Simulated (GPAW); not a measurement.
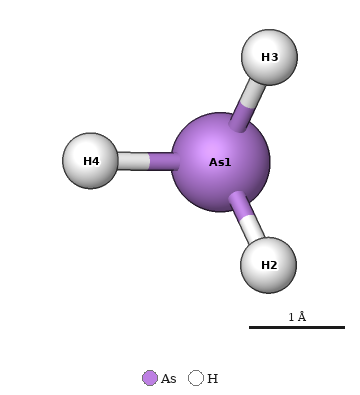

*The input geometry (ball-and-stick view, seen on its broad side; atoms are numbered from 1 in the order of the input).*

Bond lengths as drawn: As–H 1.52 Å.

# Molecular dynamics of AsH₃

System: AsH₃, SMILES [AsH3].
Method: PBE/plane waves, dispersion D4, scalar-relativistic datasets (GPAW 26.7.0).

The geometry comes from this level: PBE0-D4/def2-TZVP.

Input (AsH3.py)
```python
import numpy as np
from ase import Atoms, units
from ase.calculators.mixing import SumCalculator
from ase.md.velocitydistribution import MaxwellBoltzmannDistribution, Stationary, ZeroRotation
from ase.md.verlet import VelocityVerlet
from ase.units import Bohr
from dftd4.ase import DFTD4
from gpaw import GPAW, PW

positions_bohr = np.array(
              [[ -0.407803,   0.921430,  -0.653845],
               [  0.661215,   1.191094,   2.001976],
               [ -2.018228,  -1.333202,   0.115462],
               [  1.764815,  -0.779512,  -1.463593]])
atoms = Atoms(['As', 'H', 'H', 'H'], positions=positions_bohr * Bohr)
atoms.center(vacuum=4.5)

dft = GPAW(mode=PW(340), xc='PBE', maxiter=100, symmetry='off', txt='AsH3.txt')
atoms.calc = SumCalculator([DFTD4(method='PBE'), dft])

rng = np.random.default_rng(714)
MaxwellBoltzmannDistribution(atoms, temperature_K=800, rng=rng)
Stationary(atoms)
ZeroRotation(atoms)
dyn = VelocityVerlet(atoms, timestep=0.5 * units.fs, trajectory='md.traj', logfile='-')
dyn.run(50)
```

Run as:
```bash
OMP_NUM_THREADS=1 python AsH3.py
```

Output
```
DeprecationWarning: Use thermalize_momenta
Time[ps]      Etot[eV]     Epot[eV]     Ekin[eV]    T[K]
0.0000         -13.7641     -14.2522       0.4882   944.2
0.0005         -13.7639     -14.2358       0.4719   912.7
0.0010         -13.7636     -14.2056       0.4420   854.9
0.0015         -13.7632     -14.1667       0.4035   780.3
0.0020         -13.7628     -14.1254       0.3626   701.3
0.0025         -13.7625     -14.0883       0.3258   630.1
0.0030         -13.7624     -14.0601       0.2977   575.8
0.0035         -13.7625     -14.0428       0.2803   542.1
0.0040         -13.7627     -14.0348       0.2721   526.2
0.0045         -13.7631     -14.0324       0.2693   520.8
0.0050         -13.7633     -14.0303       0.2669   516.3
0.0055         -13.7635     -14.0239       0.2604   503.6
0.0060         -13.7636     -14.0102       0.2466   477.0
0.0065         -13.7635     -13.9881       0.2246   434.4
0.0070         -13.7633     -13.9583       0.1950   377.2
0.0075         -13.7631     -13.9234       0.1603   310.0
0.0080         -13.7629     -13.8864       0.1235   238.9
0.0085         -13.7626     -13.8509       0.0882   170.6
0.0090         -13.7625     -13.8201       0.0577   111.5
0.0095         -13.7623     -13.7970       0.0347    67.1
0.0100         -13.7622     -13.7837       0.0215    41.6
0.0105         -13.7622     -13.7816       0.0194    37.6
0.0110         -13.7622     -13.7914       0.0292    56.4
0.0115         -13.7623     -13.8127       0.0504    97.6
0.0120         -13.7624     -13.8447       0.0823   159.2
0.0125         -13.7625     -13.8855       0.1230   237.9
0.0130         -13.7627     -13.9329       0.1702   329.2
0.0135         -13.7630     -13.9838       0.2209   427.2
0.0140         -13.7632     -14.0349       0.2717   525.5
0.0145         -13.7634     -14.0825       0.3191   617.2
0.0150         -13.7636     -14.1232       0.3596   695.5
0.0155         -13.7638     -14.1540       0.3902   754.7
0.0160         -13.7638     -14.1729       0.4091   791.3
0.0165         -13.7637     -14.1798       0.4161   804.8
0.0170         -13.7635     -14.1762       0.4128   798.3
0.0175         -13.7632     -14.1657       0.4025   778.5
0.0180         -13.7629     -14.1528       0.3900   754.2
0.0185         -13.7627     -14.1425       0.3798   734.6
0.0190         -13.7626     -14.1380       0.3754   726.0
0.0195         -13.7627     -14.1404       0.3776   730.4
0.0200         -13.7630     -14.1478       0.3848   744.2
0.0205         -13.7633     -14.1562       0.3929   759.8
0.0210         -13.7636     -14.1606       0.3971   768.0
0.0215         -13.7637     -14.1568       0.3931   760.3
0.0220         -13.7638     -14.1420       0.3783   731.6
0.0225         -13.7637     -14.1155       0.3519   680.5
0.0230         -13.7635     -14.0786       0.3151   609.4
0.0235         -13.7632     -14.0338       0.2706   523.3
0.0240         -13.7630     -13.9849       0.2219   429.2
0.0245         -13.7628     -13.9356       0.1729   334.4
0.0250         -13.7626     -13.8897       0.1272   246.0
```

Trajectory as extended XYZ (Å, eV, eV/Å), 22 of the 51 frames kept, from step=0 to step=50
```
4
Properties=species:S:1:pos:R:3:forces:R:3 step=0 time_fs=0.0 energy=-14.25223 temperature=944.2
As    5.3522    5.6931    4.9285   -0.2334   0.5279  -0.3746
H     5.9179    5.8358    6.3339    0.1319  -0.0214   0.3087
H     4.5000    4.5000    5.3356   -0.1447  -0.2816   0.1142
H     6.5019    4.7930    4.5000    0.2458  -0.2248  -0.0486
4
Properties=species:S:1:pos:R:3:forces:R:3 step=2 time_fs=1.0 energy=-14.20564 temperature=854.9
As    5.3522    5.6942    4.9283   -0.8435   0.5661  -0.7121
H     5.9171    5.8036    6.3010    0.3437   0.1215   0.9438
H     4.5423    4.4705    5.3377   -0.2845  -0.1870   0.1144
H     6.4615    4.7746    4.5469    0.7842  -0.5010  -0.3459
4
Properties=species:S:1:pos:R:3:forces:R:3 step=5 time_fs=2.5 energy=-14.08826 temperature=630.1
As    5.3519    5.6959    4.9278   -1.4355   0.4334  -1.0331
H     5.9226    5.7577    6.2701    0.5538   0.2709   1.6045
H     4.6003    4.4234    5.3430   -0.4270   0.0447   0.0862
H     6.4162    4.7375    4.6103    1.3084  -0.7488  -0.6577
4
Properties=species:S:1:pos:R:3:forces:R:3 step=7 time_fs=3.5 energy=-14.04276 temperature=542.1
As    5.3516    5.6972    4.9273   -1.3620   0.0949  -0.9350
H     5.9326    5.7302    6.2678    0.5260   0.3209   1.6136
H     4.6340    4.3922    5.3475   -0.4808   0.2336   0.0529
H     6.4009    4.7042    4.6451    1.3166  -0.6489  -0.7321
4
Properties=species:S:1:pos:R:3:forces:R:3 step=10 time_fs=5.0 energy=-14.03027 temperature=516.3
As    5.3507    5.6990    4.9263   -0.6095  -0.7546  -0.2911
H     5.9564    5.6947    6.2919    0.2314   0.3603   0.9925
H     4.6760    4.3501    5.3551   -0.5160   0.5106  -0.0079
H     6.4006    4.6436    4.6843    0.8939  -0.1162  -0.6939
4
Properties=species:S:1:pos:R:3:forces:R:3 step=12 time_fs=6.0 energy=-14.01021 temperature=477.0
As    5.3500    5.7002    4.9256    0.0554  -1.3786   0.2838
H     5.9755    5.6754    6.3207   -0.0365   0.3833   0.3922
H     4.6978    4.3278    5.3602   -0.5209   0.6608  -0.0484
H     6.4117    4.6011    4.7021    0.5018   0.3348  -0.6279
4
Properties=species:S:1:pos:R:3:forces:R:3 step=14 time_fs=7.0 energy=-13.95835 temperature=377.2
As    5.3493    5.7011    4.9250    0.6615  -1.9118   0.8130
H     5.9942    5.6597    6.3533   -0.2822   0.4065  -0.1694
H     4.7146    4.3118    5.3649   -0.5210   0.7658  -0.0823
H     6.4277    4.5618    4.7139    0.1416   0.7402  -0.5614
4
Properties=species:S:1:pos:R:3:forces:R:3 step=17 time_fs=8.5 energy=-13.85087 temperature=170.6
As    5.3484    5.7021    4.9242    1.3227  -2.4180   1.3714
H     6.0167    5.6434    6.3980   -0.5419   0.4340  -0.7819
H     4.7305    4.3017    5.3703   -0.5283   0.8197  -0.1108
H     6.4534    4.5169    4.7216   -0.2525   1.1655  -0.4792
4
Properties=species:S:1:pos:R:3:forces:R:3 step=19 time_fs=9.5 energy=-13.79701 temperature=67.1
As    5.3480    5.7023    4.9239    1.5953  -2.5437   1.5668
H     6.0256    5.6378    6.4192   -0.6360   0.4434  -1.0201
H     4.7348    4.3046    5.3726   -0.5452   0.7808  -0.1106
H     6.4680    4.5004    4.7209   -0.4137   1.3210  -0.4366
4
Properties=species:S:1:pos:R:3:forces:R:3 step=21 time_fs=10.5 energy=-13.78164 temperature=37.6
As    5.3479    5.7023    4.9238    1.7517  -2.5094   1.6300
H     6.0284    5.6364    6.4308   -0.6729   0.4449  -1.1341
H     4.7339    4.3150    5.3738   -0.5745   0.6821  -0.0937
H     6.4787    4.4965    4.7161   -0.5029   1.3838  -0.4023
4
Properties=species:S:1:pos:R:3:forces:R:3 step=24 time_fs=12.0 energy=-13.84468 temperature=159.2
As    5.3480    5.7016    4.9240    1.7833  -2.1838   1.4957
H     6.0206    5.6422    6.4278   -0.6305   0.4325  -1.0894
H     4.7220    4.3424    5.3742   -0.6387   0.4353  -0.0412
H     6.4857    4.5153    4.7016   -0.5135   1.3158  -0.3650
4
Properties=species:S:1:pos:R:3:forces:R:3 step=26 time_fs=13.0 energy=-13.93292 temperature=329.2
As    5.3484    5.7007    4.9244    1.6534  -1.8030   1.2594
H     6.0078    5.6513    6.4128   -0.5356   0.4151  -0.9112
H     4.7066    4.3662    5.3738   -0.6835   0.2298   0.0037
H     6.4843    4.5436    4.6876   -0.4333   1.1574  -0.3513
4
Properties=species:S:1:pos:R:3:forces:R:3 step=29 time_fs=14.5 energy=-14.08254 temperature=617.2
As    5.3494    5.6991    4.9253    1.1546  -1.0426   0.6924
H     5.9795    5.6723    6.3749   -0.2837   0.3779  -0.3940
H     4.6710    4.4054    5.3735   -0.7139  -0.0647   0.0587
H     6.4749    4.6061    4.6602   -0.1564   0.7295  -0.3572
4
Properties=species:S:1:pos:R:3:forces:R:3 step=31 time_fs=15.5 energy=-14.15396 temperature=754.7
As    5.3503    5.6978    4.9260    0.5805  -0.4709   0.2007
H     5.9569    5.6909    6.3442   -0.0454   0.3494   0.1163
H     4.6389    4.4311    5.3739   -0.6759  -0.1985   0.0682
H     6.4664    4.6570    4.6376    0.1412   0.3200  -0.3852
4
Properties=species:S:1:pos:R:3:forces:R:3 step=33 time_fs=16.5 energy=-14.17981 temperature=804.8
As    5.3512    5.6965    4.9267   -0.1589   0.0769  -0.3180
H     5.9339    5.7128    6.3147    0.2238   0.3222   0.7038
H     4.6003    4.4550    5.3749   -0.5671  -0.2516   0.0453
H     6.4593    4.7110    4.6114    0.5023  -0.1471  -0.4312
4
Properties=species:S:1:pos:R:3:forces:R:3 step=36 time_fs=18.0 energy=-14.15284 temperature=754.2
As    5.3525    5.6945    4.9277   -1.2737   0.6677  -0.9081
H     5.9042    5.7514    6.2846    0.5627   0.2798   1.4343
H     4.5328    4.4865    5.3771   -0.2624  -0.1871  -0.0432
H     6.4586    4.7880    4.5642    0.9731  -0.7605  -0.4829
4
Properties=species:S:1:pos:R:3:forces:R:3 step=38 time_fs=19.0 energy=-14.13799 temperature=726.0
As    5.3532    5.6933    4.9283   -1.7133   0.8178  -1.0124
H     5.8906    5.7805    6.2807    0.6477   0.2307   1.5684
H     4.4843    4.5052    5.3781    0.0059  -0.0915  -0.1168
H     6.4692    4.8311    4.5270    1.0594  -0.9571  -0.4395
4
Properties=species:S:1:pos:R:3:forces:R:3 step=40 time_fs=20.0 energy=-14.14777 temperature=744.2
As    5.3537    5.6921    4.9287   -1.7527   0.7923  -0.8569
H     5.8831    5.8118    6.2915    0.5883   0.1420   1.3263
H     4.4358    4.5229    5.3781    0.2832   0.0017  -0.1803
H     6.4897    4.8652    4.4857    0.8810  -0.9362  -0.2895
4
Properties=species:S:1:pos:R:3:forces:R:3 step=43 time_fs=21.5 energy=-14.15685 temperature=760.3
As    5.3540    5.6907    4.9291   -1.2235   0.6404  -0.3697
H     5.8819    5.8609    6.3298    0.3254  -0.0669   0.5019
H     4.3689    4.5498    5.3747    0.6444   0.0778  -0.2333
H     6.5349    4.9002    4.4194    0.2535  -0.6505   0.1005
4
Properties=species:S:1:pos:R:3:forces:R:3 step=45 time_fs=22.5 energy=-14.11553 temperature=680.5
As    5.3540    5.6898    4.9293   -0.7261   0.5918  -0.0595
H     5.8853    5.8931    6.3625    0.1289  -0.2291  -0.0961
H     4.3315    4.5685    5.3697    0.8133   0.0697  -0.2344
H     6.5690    4.9153    4.3758   -0.2165  -0.4322   0.3901
4
Properties=species:S:1:pos:R:3:forces:R:3 step=48 time_fs=24.0 energy=-13.98488 temperature=429.2
As    5.3538    5.6886    4.9296   -0.0657   0.6756   0.2242
H     5.8923    5.9368    6.4085   -0.1002  -0.4508  -0.7869
H     4.2903    4.5977    5.3580    0.9390  -0.0269  -0.1901
H     6.6151    4.9306    4.3182   -0.7741  -0.1968   0.7523
4
Properties=species:S:1:pos:R:3:forces:R:3 step=50 time_fs=25.0 energy=-13.88973 temperature=246.0
As    5.3537    5.6879    4.9299    0.2649   0.8170   0.2868
H     5.8961    5.9609    6.4306   -0.1953  -0.5637  -1.0664
H     4.2739    4.6169    5.3480    0.9376  -0.1390  -0.1369
H     6.6374    4.9382    4.2884   -1.0080  -0.1134   0.9160
```

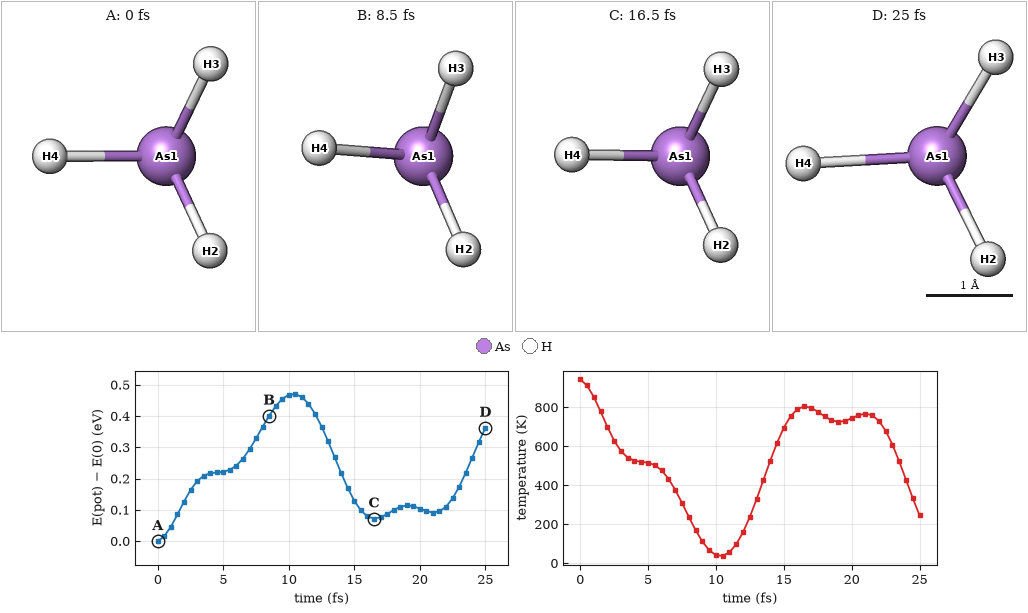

*Frames of the molecular dynamics (ball-and-stick, seen on its broad side) above the curves, on which the letters mark them.*

The trajectory kept here has 51 frames over 25 fs. The temperature starts at 944 K, ranges from 38 to 944 K and averages 627 K over the second half. The potential energy ends 0.362 eV above its first value. After an unweighted best fit of the last frame on the first, the root-mean-square displacement is 0.18 Å.

Key numbers

| quantity | value |
| --- | --- |
| outcome | finished |
| mean temperature over the second half | 627 K |
| trajectory | 51 frames kept, 25 fs |
| hardware | 1 thread of AMD EPYC (Zen 5), 16 GiB of memory available, shared host |
| wall time | 80 s |
| peak memory | 0.32 GiB |

Remarks

So short a trajectory is not equilibrated.
